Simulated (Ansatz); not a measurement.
**Ligand exchange: C2H3FGe + C2H3F3 → C2H4Ge + C2H2F4**

Species: C2H3FGe `C#[C][GeH2][F]`, singlet; C2H3F3 (1,1,2-trifluoroethane) `FCC(F)F`, singlet; C2H4Ge `C#[C][GeH3]`, singlet; C2H2F4 (norflurane) `FCC(F)(F)F`, singlet. The partners trade F for H: Ge–F and C–H bonds give way to Ge–H and C–F.

Shapes, held fixed at every level: PBE0-D4/def2-TZVP. Flexible molecules stand in one conformer, not always the lowest. Programs: Ansatz 0.2.0. The zero-point and thermal change to 298 K, harmonic and unscaled (PBE0-D4/def2-TZVP), is -8.8 kJ/mol.

```csv
level,kind,ΔH(298 K) (kJ/mol),less CCSD(T)/def2-TZVPP
HF/def2-SVP,Hartree–Fock,+60.8,-12.9
HF/def2-TZVPP,Hartree–Fock,+77.8,+4.1
SPW92/def2-TZVPP,LDA,+46.3,-27.4
PBE0-D4/def2-TZVPP,global hybrid,+65.8,-7.9
wB97X-V/def2-TZVPP,range-separated hybrid,+70.6,-3.1
CCSD(T)/def2-SVP,coupled cluster or CI,+53.6,-20.1
CCSD/def2-SVP,coupled cluster or CI,+56.1,-17.6
CCSD(T)/def2-TZVPP,coupled cluster or CI,+73.7,0.0
```

The highest level, CCSD(T)/def2-TZVPP, gives ΔH(298 K) = +73.7 kJ/mol; the levels span +46.3 to +77.8. The column of differences is taken from that level and isn't an error. No measured value is set beside it here. Relativity is left out for Ge unless named. Correlated rows may include outer-core shells of Ge, which these sets cover unevenly.

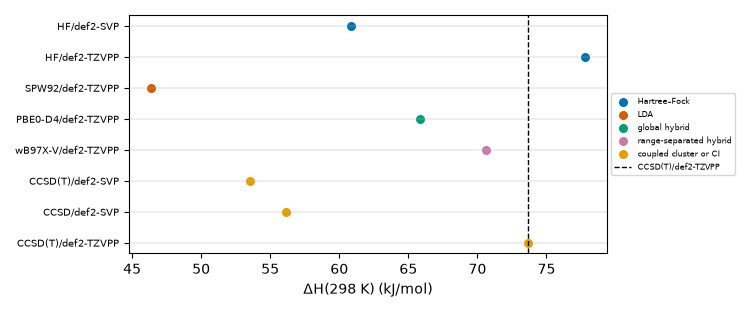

The values of the table, level by level.
